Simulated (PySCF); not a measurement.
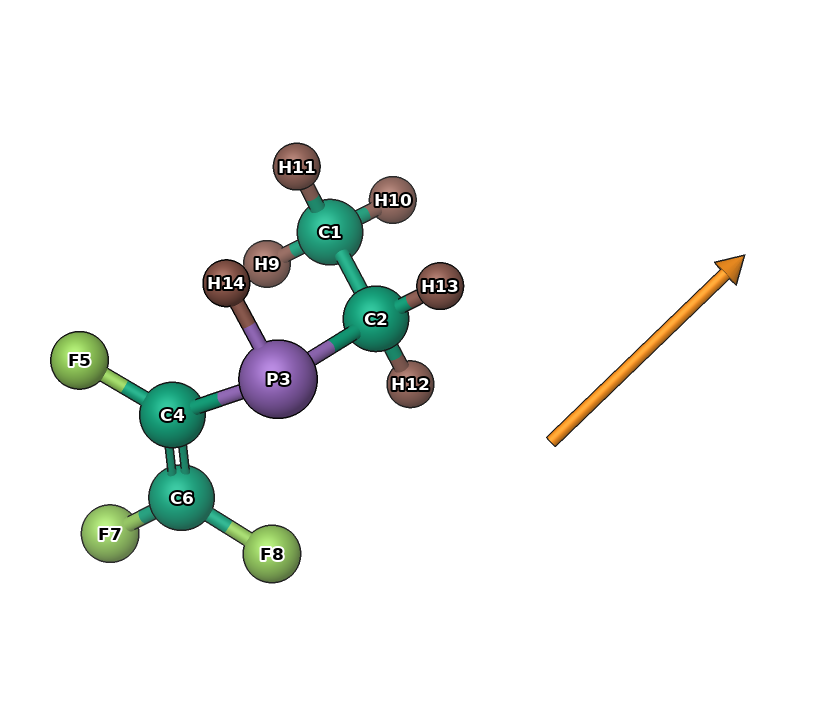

The arrow beside the molecule shows the direction of the dipole moment, from the negative to the positive end (its length means nothing). The geometry was computed by an optimisation with GFN2-xTB. No frequency run is at hand to confirm it as a minimum. Method: PBE0/pcSseg-1, gas phase (PySCF 2.14.0).

Q: How large is the dipole moment?

A: 2.07 D; it points from the side of F7 to the side of H10 (the outermost atoms at the two ends).

The geometry is semi-empirical. Around P such bond lengths and angles can be off by a tenth of an ångström or more and by several degrees, and values that hang on the shape move with them.
